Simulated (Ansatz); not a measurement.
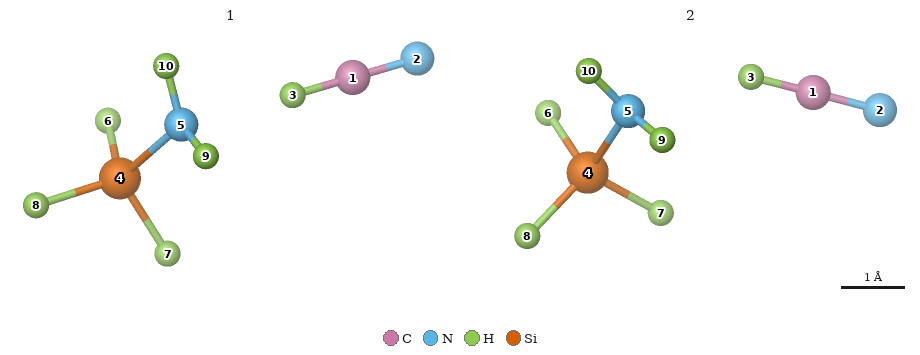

Two geometries of CH6N2Si, drawn at one scale. One is the start of a relaxation, the other its converged end. The picture is a ball-and-stick view, seen from a free direction.

Theory: RKS BHLYP/6-31G in Ansatz. (no spin polarisation; force threshold 0.02 eV/Å; at most 40 steps)

Q: Which geometry has the lower energy?

A: Structure 1 is the relaxed one. The run prepares the start of a later molecular dynamics calculation, from a guessed geometry. H7 moves most after the best rigid fit: 0.86 Å. By element the largest moves are H 0.86 Å, N 0.83 Å, C 0.27 Å, Si 0.16 Å. Near-neighbour distances that change, for instance: Si4–N5 1.733 → 1.783 Å, Si4–H8 1.467 → 1.496 Å, Si4–H6 1.461 → 1.489 Å, C1–H3 1.061 → 1.078 Å. Bond angles that change, for instance: H9–N5–H10 108.5° → 111.8°, N5–Si4–H6 104.0° → 107.2°, Si4–N5–H9 117.2° → 119.6°. The energy falls by 23.9 kJ/mol in 15 geometry steps. The largest force component goes from 1.7 to 0.018 eV/Å. Cost: 34 s on 1 thread of Arm Neoverse V1 (shared host), peak memory 0.12 GiB.

Limits of the set-up: the start holds two separate molecules, 2.4 Å apart at their closest, whose relative position is a soft coordinate and is computed without a dispersion correction; the basis has no polarisation functions, which atoms past neon need.
